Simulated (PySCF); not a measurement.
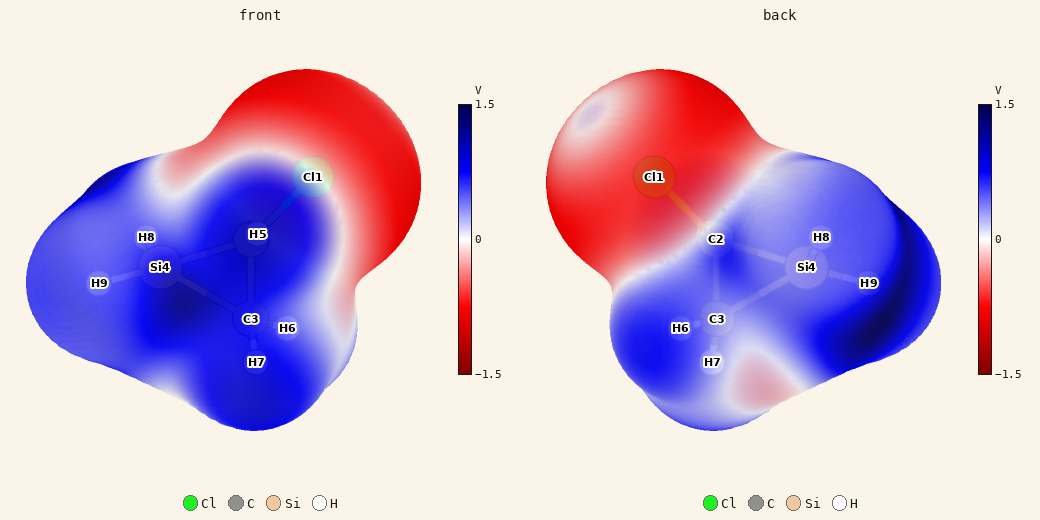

C$_{2}$H$_{5}$ClSi. The electrostatic potential painted on the density surface at 0.002 e/bohr³, seen from the front and from behind; red is negative and blue positive.

Geometry: GFN2-xTB.

Computed with PBE0/pcSseg-1, SCF density, gas phase, non-relativistic in PySCF 2.14.0.

```yaml
atoms:
  - { symbol: Cl, position_ang: [-1.2596, -1.6921, -1.0491] }
  - { symbol: C, position_ang: [-0.6972, -0.5413, 0.1701] }
  - { symbol: C, position_ang: [-0.3149, 0.8442, -0.3477] }
  - { symbol: Si, position_ang: [1.1468, -0.1266, 0.3404] }
  - { symbol: H, position_ang: [-1.3729, -0.5718, 1.0155] }
  - { symbol: H, position_ang: [-0.4006, 0.9794, -1.4167] }
  - { symbol: H, position_ang: [-0.7479, 1.6761, 0.1911] }
  - { symbol: H, position_ang: [2.0459, -0.7528, -0.6053] }
  - { symbol: H, position_ang: [1.6140, 0.1910, 1.6765] }
```

Question: Describe the electrostatic potential map.

Answer: The most negative region (about −0.9 V, or −21 kcal/mol for a unit charge) lies over Cl1, the most positive (about +1.4 V, or +32 kcal/mol for a unit charge) over Si4.
